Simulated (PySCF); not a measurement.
SMILES s1c(ccc1OC)OC (C6H8O2S), singlet at its GFN2-xTB optimised geometry (Å):

```
17

C     -2.3421    -2.6842    -0.0140
O     -0.9534    -2.9049     0.0025
C     -0.1629    -1.8109     0.0000
C      1.1940    -1.8109     0.0000
C      1.7518    -0.5084     0.0000
C      0.8155     0.4737    -0.0006
O      1.0618     1.8008    -0.0041
C     -0.0561     2.6535     0.0181
S     -0.8036    -0.1847    -0.0005
H     -2.8060    -3.6684    -0.0132
H     -2.6638    -2.1226     0.8699
H     -2.6444    -2.1329    -0.9111
H      1.7758    -2.7128     0.0007
H      2.8060    -0.3069     0.0000
H      0.3361     3.6684     0.0145
H     -0.6587     2.4925     0.9188
H     -0.6895     2.4983    -0.8623
```

Level of theory: PySCF with B3LYP/def2-SVP.

Map of the log10 of the electron density (e/bohr³), floored at −4 on the plane z = 1.2 Å:

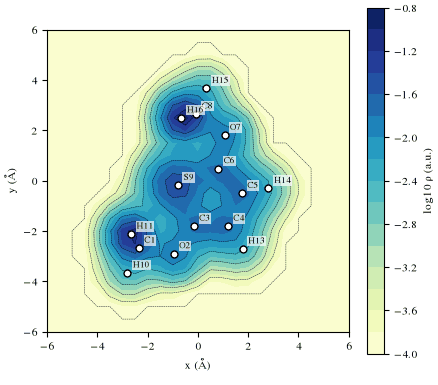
Figure. Log10 of the electron density (e/bohr³), floored at −4 on the plane z = 1.2 Å.
